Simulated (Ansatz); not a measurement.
A computed series for PbS: pressure series

Consider PbS in the rock salt structure (space group Fm-3m, No. 225).

Space group Fm-3m (No. 225); a = b = c = 6.009 Å, α = β = γ = 90.00°

| atom | site | symmetry | x | y | z |
|---|---|---|---|---|---|
| Pb | 4a | m-3m | 0.0000 | 0.0000 | 0.0000 |
| S | 4b | m-3m | 0.5000 | 0.5000 | 0.5000 |
(The calculation used a cell of 2 atoms; values per cell refer to that cell.)

Cell and atoms are relaxed at each pressure.

The values are results of PBE (Ansatz, a quantum-chemistry and plane-wave program, PAW, spin-orbit coupling left out), not measurements.

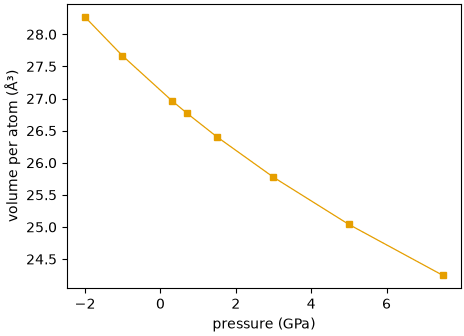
*Volume against pressure*

**Question.** Estimate the zero-pressure bulk modulus from the plot.

**Answer.** About 53 GPa; a third-order Birch–Murnaghan fit to the points gives V₀ = 27.12 Å³/atom, B₀ = 53 GPa and B₀′ = 4.2.

Between the base and pressure 5 GPa the gap moves from 0.49 eV to 0.20 eV, a mean slope of -59 meV/GPa.

Spin-orbit coupling, missing from the scalar runs, can matter with Pb. Load acts through the strain it causes; cell and atoms are relaxed under it. Whether these cells are dynamically stable was not tested. No other phases were tried under pressure. The base started in P3_121 and relaxed to Fm-3m at this level. The zero or small gap of PbS under pressure 5 GPa and PbS under pressure 7.5 GPa can change with the level of theory.
